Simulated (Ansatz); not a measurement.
# What a tighter setting buys: kpoints.mp_grid.grid, LuC₂ (I4/mmm, 3 atoms in the cell)

```yaml
crystal:
  lattice:
    - [-1.78296, 1.78296, 3.02895]
    - [1.78296, -1.78296, 3.02895]
    - [1.78296, 1.78296, -3.02895]
  atoms:
    - { symbol: Lu, position: [0.00000, 0.00000, 0.00000] }
    - { symbol: C, position: [0.60794, 0.60794, 0.00000] }
    - { symbol: C, position: [0.39206, 0.39206, 0.00000] }
```

Method of the run: PBEsol, default PAW files made with PBE (plane waves; Ansatz, a first-principles code).

Base settings: kpoints.mp_grid.grid = 9 9 9; hamiltonian.xc = pbesol; hamiltonian.pseudopotentials = {kind: paw} (the program's default PAW files); scf.occupations.method = gaussian; scf.occupations.width = 0.02 Ry.

Misses are taken against the tightest run, 32 32 32, which need not be fully converged itself. The energy is the free energy per atom.

The count of work is k-points × plane waves × bands × iterations; it is no time, and leaves out set-up, grids and terms that scale otherwise. 

The starting cell comes from a database of computed structures (which also holds hypothetical and non-ambient phases and stackings), without a prior relaxation at this level. In the base run, with a pressure of about -5 GPa the cell is away from its equilibrium volume at this level. Ansatz's pressure includes its estimate of the finite-basis (Pulay) stress.

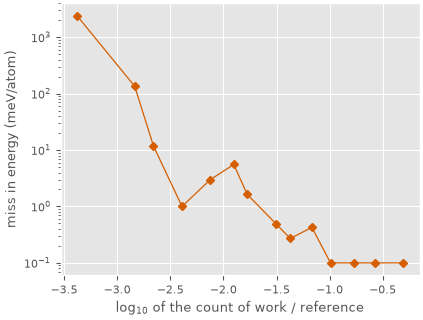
Figure. Miss against the count of work; the reference run is not drawn, and misses under 0.1 meV/atom are drawn there.

```tsv
kpoints.mp_grid.grid	energy less reference (meV/atom)	pressure less reference (GPa)	largest difference in the force on any atom (eV/Å)	count of work / reference
1 1 1	2418.38	38.12	7.042	0.00042
2 2 2	-134.64	-0.54	0.877	0.0015
3 3 3	11.85	-0.42	0.159	0.0022
4 4 4	-1.00	-0.16	0.273	0.0041
5 5 5	-2.99	0.15	0.033	0.0075
6 6 6	5.55	0.10	0.061	0.013
7 7 7	1.65	0.00	0.010	0.017
9 9 9	0.49	-0.03	0.007	0.031
10 10 10	0.27	0.00	0.014	0.043
12 12 12	0.43	0.01	0.005	0.068
14 14 14	-0.09	-0.01	0.001	0.10
17 17 17	-0.02	0.00	0.001	0.17
20 20 20	-0.01	0.00	0.000	0.27
25 25 25	0.00	0.00	0.000	0.49
32 32 32	0.00	0.00	0.000	1.0
```

Coarsest setting among those run that, with all tighter ones, holds the energy within 10 meV/atom of the reference: 4 4 4, off by 1.0 meV/atom; it needs 0.0041 of the reference's count of work.

Coarsest setting among those run that, with all tighter ones, holds the energy within 5 meV/atom of the reference: 7 7 7, off by 1.6 meV/atom; it needs 0.017 of the reference's count of work. The coarser 4 4 4 also lies inside, but a setting between leaves the range again, so that is luck.

The step from 5 5 5 to 9 9 9: it takes the miss in the energy from 3.0 to 0.49 meV/atom, for 4.2 times the count of work.

Keys are those of Ansatz 0.2.
